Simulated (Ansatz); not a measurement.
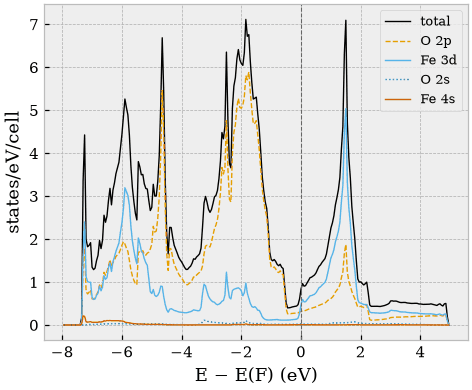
Figure. Total and projected density of states of SrFeO3 (cubic perovskite, Pm-3m), DFT-r²SCAN in the program Ansatz with PAW potentials

Q: Which orbitals carry the states next to the Fermi level?

A: Within 0.5 eV of the Fermi level: Fe 3d 52 %, O 2p 43 %. Projections are on Löwdin-orthogonalised atomic valence shells; empty p or d shells of many metals are not among them.

Q: Where is the tallest occupied peak in this window, and what makes it?

A: Near -1.8 eV, about 7.1 states/eV per cell; the largest projected share is O 2p.

The first step of the workflow began from a Materials Project structure, measured or hypothetical; the Crystallography Open Database copy checked does not list it. Its standing as an ambient phase is unchecked. Symmetry was held in the r²SCAN relaxation; its stability against distortions is not shown here. The final state is ferromagnetic, chosen from 4 collinear starts compared on coarse meshes (ties went to the first, and starts can fall back to one state), not a proven ground state. Other orbital occupations within this spin state were not tried. No Hubbard U is applied. The compound may be a true metal, but semilocal functionals without U, or a wrong spin order, can also close a gap. Spin–orbit coupling is left out wherever it is not named.

Potentials: the later of the program's two PAW sets.
